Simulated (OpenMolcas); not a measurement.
## Single-point calculation of CoP$_{2}$H$_{6}$Cl$_{2}$ (part 3 of 3)

The same run, continued: CoP$_{2}$H$_{6}$Cl$_{2}$ (CoCl2(PH3)2), multiplicity 2, SMILES [PH3]->[Co](<-[PH3])([Cl])[Cl]; NEVPT2/ANO-R1, sfX2C (OpenMolcas 26.06). The geometry is that of the parent species in another charge or spin state. The geometry comes from this level: GFN2-xTB.

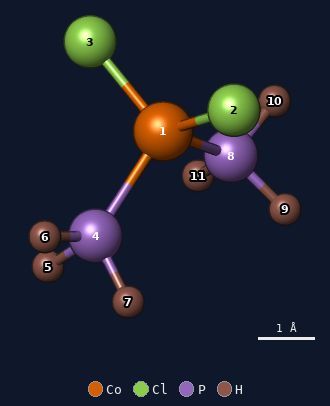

**Figure 1.** The structure as given in the input (ball-and-stick view, seen at an oblique angle; atoms are numbered from 1 in the order of the input). Sticks mark near contacts.

The program's output, continued
```
         52    0.0913    0.0000
                40 CL2    3py    ( 0.1860)  58 CL3    3py    ( 0.1858)  70 P4     3s     (-0.2535)  71 P4     4s     (-1.0305)
                73 P4     3px    (-0.1482)  76 P4     3py    ( 0.1086)  91 H6     1s     ( 0.1925) 103 P8     3s     ( 0.2521)
               104 P8     4s     ( 1.0196) 106 P8     3px    ( 0.1456) 109 P8     3py    ( 0.1030) 112 P8     3pz    ( 0.1088)
               124 H10    1s     (-0.2014)
         53    0.1027    0.0000
                 4 CO1    4s     (-0.4626)   5 CO1    5s     (-0.7460)  23 CO1    3d2+   (-0.1214)  35 CL2    4s     (-0.1626)
                53 CL3    4s     (-0.1762)  70 P4     3s     ( 0.1284)  71 P4     4s     ( 0.6505)  73 P4     3px    (-0.3262)
                76 P4     3py    (-0.2456)  79 P4     3pz    (-0.1924)  85 P4     3d2+   (-0.1050)  86 H5     1s     (-0.2899)
                91 H6     1s     ( 0.5337)  96 H7     1s     (-0.2755) 103 P8     3s     ( 0.1308) 104 P8     4s     ( 0.6669)
               106 P8     3px    (-0.3168) 109 P8     3py    ( 0.2480) 112 P8     3pz    (-0.1952) 118 P8     3d2+   (-0.1054)
               119 H9     1s     (-0.2727) 124 H10    1s     ( 0.5288) 129 H11    1s     (-0.2870)
         54    0.1266    0.0000
                35 CL2    4s     ( 0.3161)  53 CL3    4s     (-0.3064)  73 P4     3px    (-0.3663)  79 P4     3pz    ( 0.6230)
                80 P4     4pz    ( 0.1420)  83 P4     3d0    ( 0.1000)  86 H5     1s     ( 0.7662)  87 H5     2s     ( 0.1107)
                96 H7     1s     (-0.7461)  97 H7     2s     (-0.1047) 106 P8     3px    (-0.3805) 112 P8     3pz    ( 0.6057)
               113 P8     4pz    ( 0.1395) 116 P8     3d0    ( 0.1003) 119 H9     1s     (-0.7442) 120 H9     2s     (-0.1047)
               129 H11    1s     ( 0.7529) 130 H11    2s     ( 0.1077)
         55    0.1423    0.0000
                 3 CO1    3s     ( 0.1599)   4 CO1    4s     ( 0.6730)   5 CO1    5s     ( 0.8559)  43 CL2    3pz    (-0.1074)
                55 CL3    3px    (-0.1385)  70 P4     3s     (-0.1490)  71 P4     4s     (-0.6749)  73 P4     3px    (-0.5166)
                76 P4     3py    (-0.3245)  77 P4     4py    (-0.1034)  79 P4     3pz    (-0.2915)  86 H5     1s     (-0.4083)
                91 H6     1s     ( 0.7830)  92 H6     2s     ( 0.1676)  96 H7     1s     (-0.4219) 103 P8     3s     (-0.1490)
               104 P8     4s     (-0.6768) 106 P8     3px    (-0.4923) 109 P8     3py    ( 0.3244) 110 P8     4py    ( 0.1035)
               112 P8     3pz    (-0.3220) 119 H9     1s     (-0.3934) 124 H10    1s     ( 0.7767) 125 H10    2s     ( 0.1659)
               129 H11    1s     (-0.4305)
--

      Von Neumann Entropy (Root   1) =  0.86135

      Mulliken population analysis for root number:  1
      -----------------------------------------------

++    Molecular charges:
      ------------------

      Mulliken charges per centre and basis function type
      ---------------------------------------------------

                CO1     CL2     CL3     P4      H5      H6      H7      P8      H9      H10     H11
      1s       2.0000  2.0000  2.0000  2.0000  0.6835  0.6589  0.6802  2.0000  0.6823  0.6599  0.6831
      2s       2.0000  2.0000  2.0000  2.0011  0.1826  0.1836  0.1830  2.0011  0.1827  0.1833  0.1826
      2px      2.0000  2.0000  2.0000  1.9998  0.0035  0.0041  0.0190  1.9998  0.0192  0.0040  0.0033
      2pz      2.0000  2.0000  2.0000  1.9998  0.0196  0.0026  0.0034  1.9998  0.0032  0.0027  0.0198
      2py      2.0000  2.0000  2.0000  1.9999  0.0048  0.0213  0.0054  1.9999  0.0055  0.0214  0.0048
      3s       1.9976  1.9459  1.9460  1.4710  0.0000  0.0000  0.0000  1.4717  0.0000  0.0000  0.0000
      3px      1.9977  1.9209  1.7803  1.0836  0.0000  0.0000  0.0000  1.0804  0.0000  0.0000  0.0000
      3pz      1.9970  1.7992  1.9369  1.0205  0.0000  0.0000  0.0000  1.0254  0.0000  0.0000  0.0000
      3py      1.9980  1.9394  1.9406  1.3484  0.0000  0.0000  0.0000  1.3482  0.0000  0.0000  0.0000
      4s       0.6028 -0.0288 -0.0286  0.0208  0.0000  0.0000  0.0000  0.0206  0.0000  0.0000  0.0000
      3d2+     1.7348  0.0002  0.0071  0.0795  0.0000  0.0000  0.0000  0.0812  0.0000  0.0000  0.0000
      3d1+     0.8587  0.0054  0.0056  0.0253  0.0000  0.0000  0.0000  0.0219  0.0000  0.0000  0.0000
      3d0      1.5235  0.0099  0.0031  0.0993  0.0000  0.0000  0.0000  0.1011  0.0000  0.0000  0.0000
      3d1-     1.6547  0.0051  0.0005  0.0177  0.0000  0.0000  0.0000  0.0178  0.0000  0.0000  0.0000
      3d2-     1.3706  0.0001  0.0046  0.0392  0.0000  0.0000  0.0000  0.0385  0.0000  0.0000  0.0000
      4px      0.0734  0.0154  0.0040 -0.0022  0.0000  0.0000  0.0000 -0.0021  0.0000  0.0000  0.0000
      4pz      0.0840  0.0008  0.0118 -0.0006  0.0000  0.0000  0.0000 -0.0007  0.0000  0.0000  0.0000
      4py      0.0600  0.0141  0.0139 -0.0082  0.0000  0.0000  0.0000 -0.0083  0.0000  0.0000  0.0000
      5s      -0.0199  0.0000  0.0000  0.0000  0.0000  0.0000  0.0000  0.0000  0.0000  0.0000  0.0000
      4d2+     0.0094  0.0000  0.0000  0.0000  0.0000  0.0000  0.0000  0.0000  0.0000  0.0000  0.0000
      4d1+     0.0340  0.0000  0.0000  0.0000  0.0000  0.0000  0.0000  0.0000  0.0000  0.0000  0.0000
      4d0      0.0218  0.0000  0.0000  0.0000  0.0000  0.0000  0.0000  0.0000  0.0000  0.0000  0.0000
      4d1-     0.0175  0.0000  0.0000  0.0000  0.0000  0.0000  0.0000  0.0000  0.0000  0.0000  0.0000
      4d2-     0.0213  0.0000  0.0000  0.0000  0.0000  0.0000  0.0000  0.0000  0.0000  0.0000  0.0000
      4f3+     0.0007  0.0000  0.0000  0.0000  0.0000  0.0000  0.0000  0.0000  0.0000  0.0000  0.0000
      4f2+     0.0005  0.0000  0.0000  0.0000  0.0000  0.0000  0.0000  0.0000  0.0000  0.0000  0.0000
      4f1+     0.0011  0.0000  0.0000  0.0000  0.0000  0.0000  0.0000  0.0000  0.0000  0.0000  0.0000
      4f0      0.0011  0.0000  0.0000  0.0000  0.0000  0.0000  0.0000  0.0000  0.0000  0.0000  0.0000
      4f1-     0.0007  0.0000  0.0000  0.0000  0.0000  0.0000  0.0000  0.0000  0.0000  0.0000  0.0000
      4f2-     0.0007  0.0000  0.0000  0.0000  0.0000  0.0000  0.0000  0.0000  0.0000  0.0000  0.0000
      4f3-     0.0004  0.0000  0.0000  0.0000  0.0000  0.0000  0.0000  0.0000  0.0000  0.0000  0.0000
      Total   26.0421 17.6278 17.6258 15.1948  0.8939  0.8705  0.8910 15.1963  0.8928  0.8713  0.8935

      N-E      0.9579 -0.6278 -0.6258 -0.1948  0.1061  0.1295  0.1090 -0.1963  0.1072  0.1287  0.1065

      Total electronic charge=   97.000000

      Total            charge=   -0.000000
--

      Expectation values of various properties for root number:  1
      -----------------------------------------------------------

++    Molecular properties:
      ---------------------

      Charge (e):
                      =   -0.0000
      Dipole Moment (debye):
      Origin of the operator (angstrom)=    0.7709    0.0016    0.5471
                   X= -7.5128E+00               Y= -4.3325E-03               Z= -5.2314E+00           Total=  9.1547E+00
      Quadrupole Moment (debye*angstrom):
      Origin of the operator (angstrom)=    0.7709    0.0016    0.5471
                  XX= -7.4298E+01              XY=  6.7415E-02              XZ=  6.7190E+00              YY= -5.5184E+01
                  YZ= -2.8760E-01              ZZ= -7.9378E+01
      In traceless form (debye*angstrom)
                  XX= -7.0167E+00              XY=  1.0112E-01              XZ=  1.0079E+01              YY=  2.1654E+01
                  YZ= -4.3141E-01              ZZ= -1.4637E+01
--

      Mulliken spin population analysis for root number:  1
      ---------------------------------------------------

++    Molecular charges:
      ------------------

      Mulliken spin population per centre and basis function type
      ---------------------------------------------------

                CO1     CL2     CL3     P4      H5      H6      H7      P8      H9      H10     H11
      1s       0.0000 -0.0000  0.0000 -0.0000 -0.0001  0.0001 -0.0002 -0.0000 -0.0002  0.0000 -0.0002
      2s       0.0000 -0.0000  0.0000  0.0000  0.0001  0.0004  0.0000  0.0000  0.0001  0.0004  0.0001
      2px      0.0000  0.0000  0.0000  0.0000  0.0000 -0.0000  0.0000  0.0000  0.0001 -0.0000  0.0000
      2pz      0.0000 -0.0000 -0.0000  0.0000  0.0000 -0.0000 -0.0000  0.0000 -0.0000 -0.0000  0.0000
      2py     -0.0000 -0.0000 -0.0000  0.0000  0.0001  0.0001  0.0001  0.0000  0.0001  0.0001  0.0001
      3s       0.0001  0.0002 -0.0002  0.0036  0.0000  0.0000  0.0000  0.0041  0.0000  0.0000  0.0000
      3px      0.0000 -0.0012 -0.0025  0.0033  0.0000  0.0000  0.0000  0.0034  0.0000  0.0000  0.0000
      3pz      0.0001  0.0020  0.0010  0.0014  0.0000  0.0000  0.0000  0.0019  0.0000  0.0000  0.0000
      3py      0.0000  0.0062  0.0059  0.0064  0.0000  0.0000  0.0000  0.0075  0.0000  0.0000  0.0000
      4s      -0.0000 -0.0000  0.0000  0.0015  0.0000  0.0000  0.0000  0.0017  0.0000  0.0000  0.0000
      3d2+    -0.0218 -0.0000  0.0000  0.0007  0.0000  0.0000  0.0000  0.0006  0.0000  0.0000  0.0000
      3d1+    -0.0143 -0.0000  0.0000  0.0000  0.0000  0.0000  0.0000  0.0000  0.0000  0.0000  0.0000
      3d0      0.0701  0.0000  0.0000  0.0002  0.0000  0.0000  0.0000  0.0003  0.0000  0.0000  0.0000
      3d1-     0.3004  0.0005  0.0001  0.0002  0.0000  0.0000  0.0000  0.0001  0.0000  0.0000  0.0000
      3d2-     0.6101  0.0000  0.0003  0.0001  0.0000  0.0000  0.0000  0.0002  0.0000  0.0000  0.0000
      4px     -0.0004  0.0001 -0.0000  0.0002  0.0000  0.0000  0.0000  0.0002  0.0000  0.0000  0.0000
      4pz      0.0003  0.0000 -0.0001  0.0001  0.0000  0.0000  0.0000  0.0001  0.0000  0.0000  0.0000
      4py      0.0026 -0.0007 -0.0006 -0.0001  0.0000  0.0000  0.0000 -0.0001  0.0000  0.0000  0.0000
      5s       0.0000  0.0000  0.0000  0.0000  0.0000  0.0000  0.0000  0.0000  0.0000  0.0000  0.0000
      4d2+    -0.0001  0.0000  0.0000  0.0000  0.0000  0.0000  0.0000  0.0000  0.0000  0.0000  0.0000
      4d1+    -0.0001  0.0000  0.0000  0.0000  0.0000  0.0000  0.0000  0.0000  0.0000  0.0000  0.0000
      4d0      0.0004  0.0000  0.0000  0.0000  0.0000  0.0000  0.0000  0.0000  0.0000  0.0000  0.0000
      4d1-     0.0009  0.0000  0.0000  0.0000  0.0000  0.0000  0.0000  0.0000  0.0000  0.0000  0.0000
      4d2-     0.0018  0.0000  0.0000  0.0000  0.0000  0.0000  0.0000  0.0000  0.0000  0.0000  0.0000
      4f3+     0.0000  0.0000  0.0000  0.0000  0.0000  0.0000  0.0000  0.0000  0.0000  0.0000  0.0000
      4f2+     0.0000  0.0000  0.0000  0.0000  0.0000  0.0000  0.0000  0.0000  0.0000  0.0000  0.0000
      4f1+    -0.0000  0.0000  0.0000  0.0000  0.0000  0.0000  0.0000  0.0000  0.0000  0.0000  0.0000
      4f0      0.0000  0.0000  0.0000  0.0000  0.0000  0.0000  0.0000  0.0000  0.0000  0.0000  0.0000
      4f1-     0.0000  0.0000  0.0000  0.0000  0.0000  0.0000  0.0000  0.0000  0.0000  0.0000  0.0000
      4f2-    -0.0000  0.0000  0.0000  0.0000  0.0000  0.0000  0.0000  0.0000  0.0000  0.0000  0.0000
      4f3-     0.0000  0.0000  0.0000  0.0000  0.0000  0.0000  0.0000  0.0000  0.0000  0.0000  0.0000
      Total    0.9501  0.0071  0.0040  0.0176  0.0001  0.0006 -0.0001  0.0200 -0.0000  0.0006  0.0000

      Total electronic spin=    1.000000
--

      LoProp population analysis for root number:  1
      -----------------------------------------------

++    LoProp analysis:
      ----------------

++    Static properties:
      ------------------

      LoProp Charges per center

                   CO1      CL2      CL3      P4       H5       H6       H7       P8       H9       H10
      Nuclear     27.0000  17.0000  17.0000  15.0000   1.0000   1.0000   1.0000  15.0000   1.0000   1.0000
      Electronic -25.8109 -17.7348 -17.7324 -15.0768  -0.9352  -0.9140  -0.9330 -15.0796  -0.9339  -0.9143

      Total        1.1891  -0.7348  -0.7324  -0.0768   0.0648   0.0860   0.0670  -0.0796   0.0661   0.0857

                   H11
      Nuclear      1.0000
      Electronic  -0.9351

      Total        0.0649
--

      Natural Bond Order analysis for root number:  1

++    Natural Bond Order analysis
      ---------------------------
      Based on LoProp computed density
      -------------------------------------------------------------------------------------
      Atom A       Atom B       Bond Order | Atom A       Atom B       Bond Order
        P4           H5             0.784  |   P8           H11            0.784
      -------------------------------------------------------------------------------------
      NBO located      3.137 electrons involved in    2 bonds.
      NBO located      0.993 non-bonded electrons on atom CO1
      NBO located      0.991 non-bonded electrons on atom CO1
      NBO located      0.991 non-bonded electrons on atom CO1
      NBO located      0.992 non-bonded electrons on atom CO1
      NBO located      1.000 non-bonded electrons on atom CO1
      NBO located      1.000 non-bonded electrons on atom CO1
      NBO located      1.000 non-bonded electrons on atom CO1
      NBO located      1.000 non-bonded electrons on atom CO1
      NBO located      1.000 non-bonded electrons on atom CO1
      NBO located      1.012 non-bonded electrons on atom CL2
      NBO located      1.011 non-bonded electrons on atom CL2
      NBO located      0.999 non-bonded electrons on atom CL2
      NBO located      1.000 non-bonded electrons on atom CL2
      NBO located      1.000 non-bonded electrons on atom CL2
      NBO located      1.000 non-bonded electrons on atom CL2
      NBO located      1.000 non-bonded electrons on atom CL2
      NBO located      1.012 non-bonded electrons on atom CL3
      NBO located      1.010 non-bonded electrons on atom CL3
      NBO located      0.999 non-bonded electrons on atom CL3
      NBO located      1.000 non-bonded electrons on atom CL3
      NBO located      1.000 non-bonded electrons on atom CL3
      NBO located      1.000 non-bonded electrons on atom CL3
      NBO located      1.000 non-bonded electrons on atom CL3
      NBO located      0.991 non-bonded electrons on atom P4
      NBO located      0.998 non-bonded electrons on atom P4
      NBO located      1.000 non-bonded electrons on atom P4
      NBO located      0.999 non-bonded electrons on atom P4
      NBO located      1.000 non-bonded electrons on atom P4
      NBO located      0.991 non-bonded electrons on atom P8
      NBO located      0.998 non-bonded electrons on atom P8
      NBO located      1.000 non-bonded electrons on atom P8
      NBO located      0.999 non-bonded electrons on atom P8
      NBO located      1.000 non-bonded electrons on atom P8
      The remaining   15.057 electrons are to be considered as diffuse
--

--

      Average orbitals are written to the RASORB file
      Natural orbitals for root   1 are written to the RASORB.1 file
      Spin density orbitals for root   1 are written to the SPDORB.1 file

--- Stop Module: rasscf /rc=_RC_ALL_IS_WELL_ ---
--- Module rasscf spent 31 seconds ---

--- Start Module: caspt2 ---

                                              &CASPT2

                       available to each process: 1.9 GB of memory, 1 thread

++    Wave function specifications:
      -----------------------------

      Number of closed shell electrons          32
      Number of electrons in active shells      13
      Max number of holes in RAS1 space          0
      Max number of electrons in RAS3 space      0
      Number of inactive orbitals               16
      Number of active orbitals                  8
      Number of secondary orbitals              83
      Spin quantum number                      0.5
      State symmetry                             1
      Number of CSFs                           168
      Number of CASSCF root(s) available         1
      NEVPT2 state passed to geometry opt.       1
      A file JOBMIX will be created
      This is a CASSCF or RASSCF reference function
--

++    Orbital specifications:
      -----------------------

      Symmetry species                           1
                                                 a
      Frozen orbitals                           26
      Inactive orbitals                         16
      Active orbitals                            8
      Secondary orbitals                        83
      Deleted orbitals                           0
      Number of basis functions                133
--

++    NEVPT2 specifications:
      ----------------------

      Type of calculation                        SS-NEVPT2
      Internal contraction for energies          partially and strongly contracted
                                                 (PC-NEVPT2 and SC-NEVPT2)
      Denominator threshold for SC-NEVPT2        1.00E-09
      Fock operator                              state-specific
      0th-order Hamiltonian                      DYALL
      IPEA shift                                 0.00
      Real shift                                 0.00
      Imaginary shift                            0.00
      The input orbitals will be transformed to quasi-canonical
--

--------------------------------------------------------------------------------
 Estimated memory requirements:
  POLY3 :                   270398
  RHS:                     1243988
  SIGMA :                  2034832
  PRPCTL:                        0
 Available workspace:    232473384

++ NEVPT2 computation for group   1

********************************************************************************
 Multi-State initialization phase begins for group   1
--------------------------------------------------------------------------------
********************************************************************************
 Compute H0 matrices for state    1
--------------------------------------------------------------------------------
--------------------------------------------------------------------------------
 H0 matrices have been computed.

********************************************************************************
  NEVPT2 EQUATION SOLUTION
--------------------------------------------------------------------------------

  Total nr of NEVPT2 parameters:
   Before reduction:     2383940
   After  reduction:     2371044

 Variance of |WF0>:       4.2981522418
-----------------------------------------------------------------------------------------------------------------------------

  FINAL PC-NEVPT2 RESULT:

      Reference energy:       -3000.3911294199
      E2 (Non-variational):      -0.9521523515
      E2 (Variational):          -0.9521523515
      Total energy:           -3001.3432817715
      Residual norm:              0.0000000000
      Reference weight:           0.75981

      Contributions to the PC-NEVPT2 correlation energy
      Active & Virtual Only:         -0.3150697633
      One Inactive Excited:          -0.0961823134
      Two Inactive Excited:          -0.5409002748

  FINAL SC-NEVPT2 RESULT:

      Reference energy:       -3000.3911294199
      E2 (Non-variational):      -0.9362009940
      E2 (Variational):          -0.9362009940
      Total energy:           -3001.3273304140
      Residual norm:              0.0000000000
      Reference weight:           0.76873

      Contributions to the SC-NEVPT2 correlation energy
      Active & Virtual only:         -0.3051070199
      One Inactive Excited:          -0.0901965568
      Two Inactive Excited:          -0.5408974173

   (Skip denominator check etc. with SC-NEVPT2 wavefunction)

   (Skipping property calculation,
    use PROP keyword to activate)
--

  Total SC-NEVPT2 energies:
::    SC-NEVPT2 Root  1     Total energy:  -3001.32733041

  A NEW JOBIPH FILE NAMED 'JOBMIX' IS PREPARED.
********************************************************************************
--- Stop Module: caspt2 /rc=_RC_ALL_IS_WELL_ ---
--- Module caspt2 spent 3 seconds ---

.##################.
.# Happy landing! #.
.##################.

    Timing: Wall=46.84 User=44.59 System=1.49
```

This output came from the following input.

Input file
```
* Cl2CoH6P2 NEVPT2
>>> EXPORT MOLCAS_PRINT=2
&GATEWAY
Coord
11
angstrom
Co       0.822640       0.000230       0.591870
Cl       0.785430       0.032300       2.717820
Cl       2.802350      -0.020410      -0.194590
P       -0.296080       1.829960      -0.209590
H       -0.518910       2.037790      -1.557490
H        0.193400       3.098250       0.027070
H       -1.588500       2.127640       0.176490
P       -0.296000      -1.833440      -0.199630
H       -1.597190      -2.130340       0.157020
H        0.184500      -3.104270       0.043620
H       -0.491640      -2.037720      -1.552590
Basis
ANO-R1
Group
NoSym
RICD
&SEWARD
&RASSCF
FileOrb
$CurrDir/step2.RasOrb
Spin
2
Nactel
13 0 0
Inactive
42
Ras2
8
OrbListing
NoCore
OrbAppear
Compact
&CASPT2
SC-NEVPT2
```

Launch command:
```bash
export MOLCAS_MEM=1860
pymolcas step8.inp > step8.log
```

Results in brief

| quantity | value |
| --- | --- |
| outcome | converged |
| total energy | −3001.327330 hartree |
| basis functions | 133 |
| hardware | 1 thread of Arm Neoverse V2, 24 GiB of memory available, shared host |
| wall time | 47 s |
| peak memory | 0.17 GiB |
